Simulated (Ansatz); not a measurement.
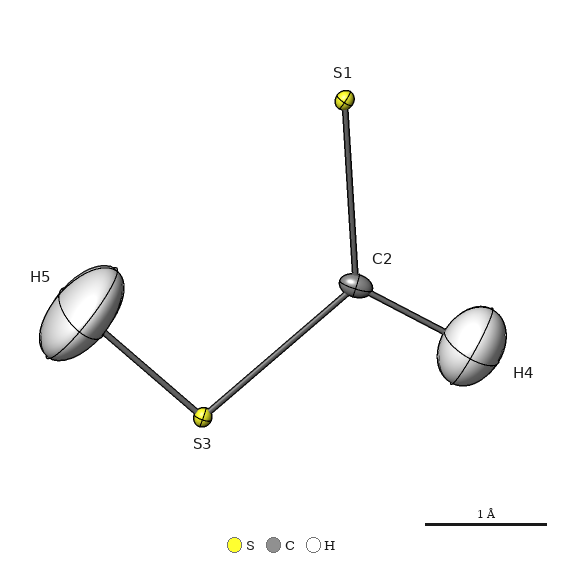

Displacement ellipsoids at the 50 % level, enlarged 2 times, from the internal vibrations of the free molecule (harmonic, no overall translation or rotation; no half-axis is drawn under 0.075 Å). Vibrations computed with RKS PBE0-D4/def2-TZVP (Ansatz 0.2.0). Temperature: 200 K.

Which atom has the largest mean-square displacement?

H5, with U_eq = 0.0198 Å².

Does H5 move more along its bond or across it?

Across it: the root-mean-square amplitude is 0.079 Å along the bond and up to 0.175 Å across, since bending and torsion are softer than stretching.

Give the displacement parameters, one line for each set of equivalent atoms.

| atom | U_eq (Å²) | rms amplitudes (Å) |
| --- | --- | --- |
| S1 | 0.00032 | 0.006, 0.010, 0.029 |
| C2 | 0.0014 | 0.031, 0.032, 0.046 |
| S3 | 0.00032 | 0.009, 0.010, 0.028 |
| H4 | 0.0114 | 0.084, 0.116, 0.118 |
| H5 | 0.0198 | 0.079, 0.150, 0.175 |
